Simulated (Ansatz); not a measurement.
C$_{2}$H$_{2}$F$_{2}$Si (SMILES F[Si]1(F)C=C1)

```xyz
7

C    -2.3259   -1.0851   -2.1580
C    -2.1743   -0.9698   -0.8029
F    -4.9155   -2.1620   -1.0858
F    -4.8188    0.3584   -1.3111
Si   -3.8750   -0.9494   -1.3053
H    -1.6116   -1.1862   -2.9811
H    -1.2951   -0.9453   -0.1516
```

Geometry: B3LYP-D3(BJ)/def2-SVP.

Computed with isolated molecule in a Gaussian basis; Kohn-Sham density functional theory, functional PBE0 in Ansatz.

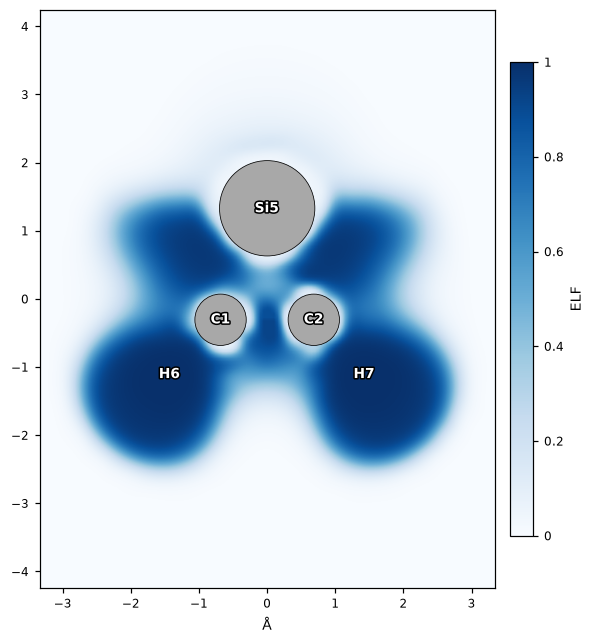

Figure 1. Electron localisation function on the plane of atoms Si5, C1 and H6. Grey discs cover the atomic cores.

**What does the map show?**

Atoms in the plane: C, Si and H. C–C (1.37 Å): the ELF peaks at about 0.90 between the atoms; localised, covalent bonding. C–Si (1.77 Å): the ELF peaks at about 0.85 between the atoms (localised, covalent bonding). C–H (1.09 Å): the ELF climbs to about 1 towards the hydrogen, as it does in any bond to H (a covalent bond by its length).

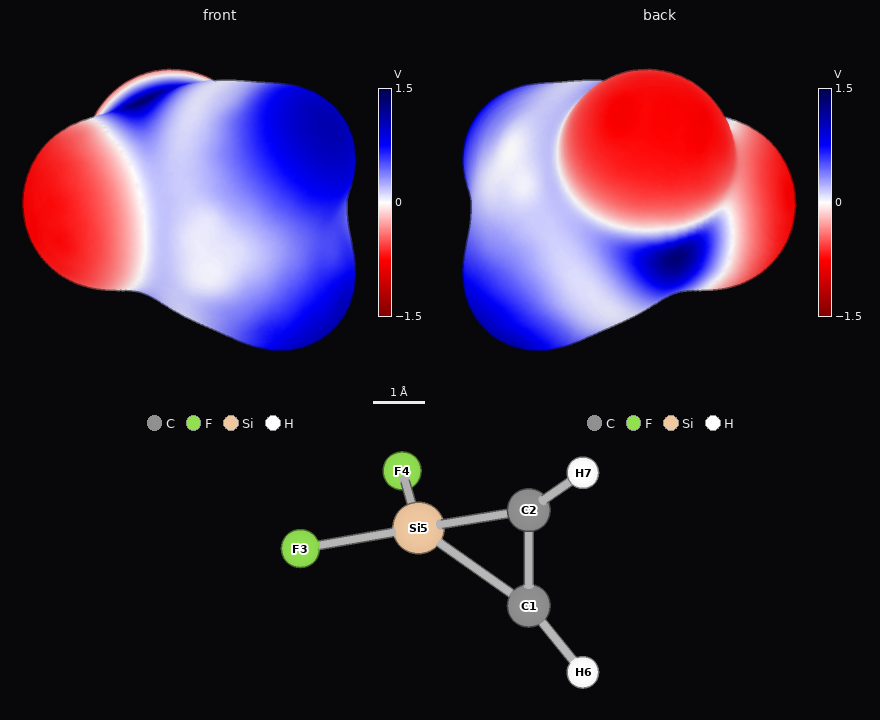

Figure 2. The molecular electrostatic potential painted on the density surface at 0.001 e/bohr³, seen from the front and from behind; the colour scale runs from red (negative) to blue (positive). The bare structure is drawn below in the same view.

**Where is the surface potential most negative and most positive?**

The most negative region (about −0.8 V) lies over F3 and F4, the most positive (about +1.3 V) over Si5.

**What dipole moment does the calculation give?**

Its dipole moment is 2.30 D.

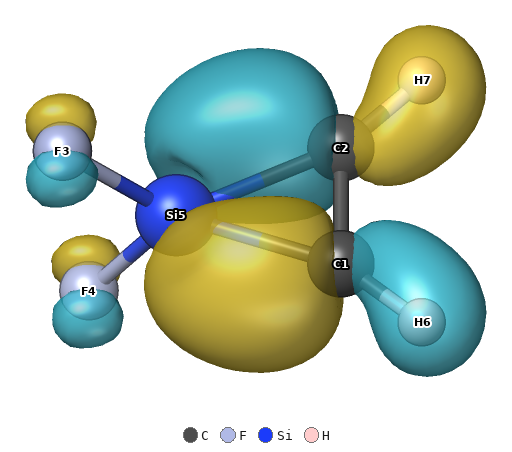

Figure 3. The HOMO at ±0.15 Å⁻³ᐟ² (yellow and cyan are the two phases), seen at a tilt.

**Where does this orbital lie, and at what energy?**

It lies mainly on Si5 (about 25 %), C1 (about 25 %), C2 (about 25 %), H6 (about 5 %) and H7 (about 5 %). Its energy is −8.17 eV.
